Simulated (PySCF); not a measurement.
Vertical excitations of a molecule C3H6O2Si from TDA-LC-ωPBE/def2-SVPD (PySCF), as energy in eV (oscillator strength): 6.23 (0.001), 6.65 (0.052), 7.36 (0.334), 7.39 (0.336), 7.73 (0.012), 8.14 (0.000), 8.19 (0.112), 8.33 (0.086), 8.56 (0.000), 8.71 (0.006). Lowest triplet (TDA): 4.41 eV. Coordinates come from a PBE0-D3(BJ)/def2-SVP optimisation. One conformer was computed; it need not be the lowest.

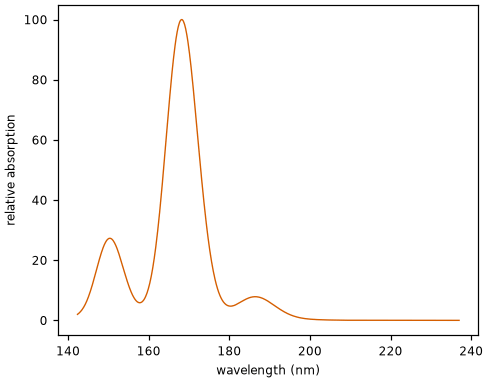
Figure. The lines broadened by 0.4 eV.

### Question
Identify the compound among the candidates.
A. C=C1O[SiH](C)O1
B. [SiH3]C1OC=CO1
C. C#CCO[SiH2]O
D. C=C1OC([SiH3])O1

### Answer
D, C=C1OC([SiH3])O1
